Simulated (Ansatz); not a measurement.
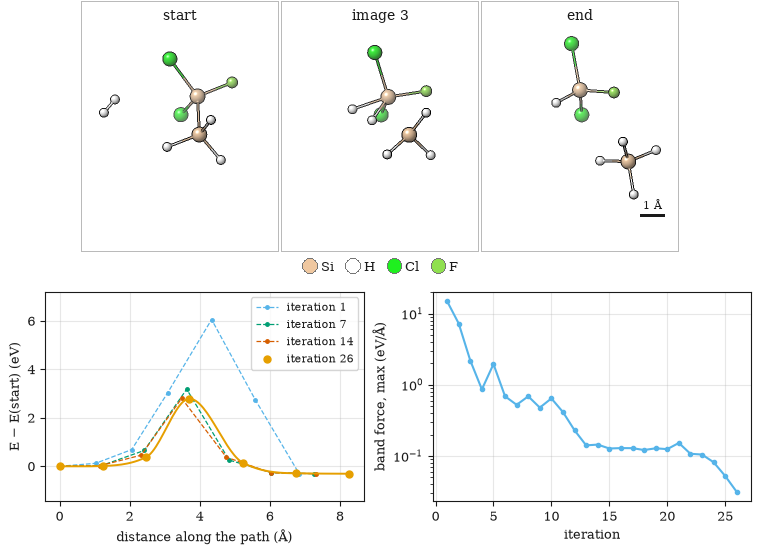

NEB run on Si2H5Cl2F, made up at the start of Si2H3Cl2F and H2. Images are numbered from 0 (start) to 6 (end). The plot follows the band through its iterations. A ball-and-stick model, seen from a free direction.

All numbers below come from RKS B3LYP-D4/def2-SVP in Ansatz 0.2.0. Run with 5 movable images; climbing image; force threshold 0.05 eV/Å; iteration limit 60; starting path through a guess of the saddle point.

Did the band converge, and can the barrier be trusted?

Answer. The result is final at these settings. The band converged in 26 iterations. The largest component of the band force went from 15 to 0.031 eV/Å. The climbing image converged on the top of the path. Its vibrational analysis gives one imaginary mode (1420i cm⁻¹), as a transition state must have. The first iteration put the highest image at 6.06 eV. The highest point, image 3, lies 2.79 eV above the start and 3.09 eV above the end; the end is at −0.30 eV relative to the start.

Limits of the set-up: the start holds two separate molecules, 3.0 Å apart at their closest, whose relative position is a soft coordinate.

Cost: 3.5 min on 4 threads of Arm Neoverse V1, on a shared host, peak memory 0.28 GiB.
